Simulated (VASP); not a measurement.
Given:

```yaml
crystal:
  lattice:
    - [0.00000, 2.44149, 2.44149]
    - [2.44149, 0.00000, 2.44149]
    - [2.44149, 2.44149, 0.00000]
  atoms:
    - { symbol: Y, position: [0.00000, 0.00000, 0.00000] }
    - { symbol: N, position: [0.50000, 0.50000, 0.50000] }
```

Level of theory: MS2 meta-GGA, VASP's PBE PAW potentials (set 64) (plane waves; VASP 6.6.1). Settings: 520 eV cut-off, 10×10×10 Γ-centred mesh, tetrahedra with Blöchl corrections, potentials Y_sv N.

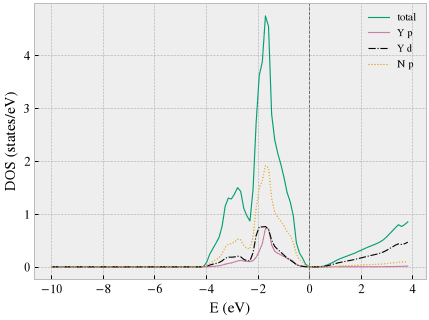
*Total and projected density of states, zero at the valence-band maximum*

Within 2 eV below the valence-band maximum the largest weight inside VASP's projection spheres is N p, then Y d.

The gap is indirect, 0.39 eV, from the valence maximum at Γ to the conduction minimum at X.

The compound is YN in the rock salt structure. It was relaxed first.
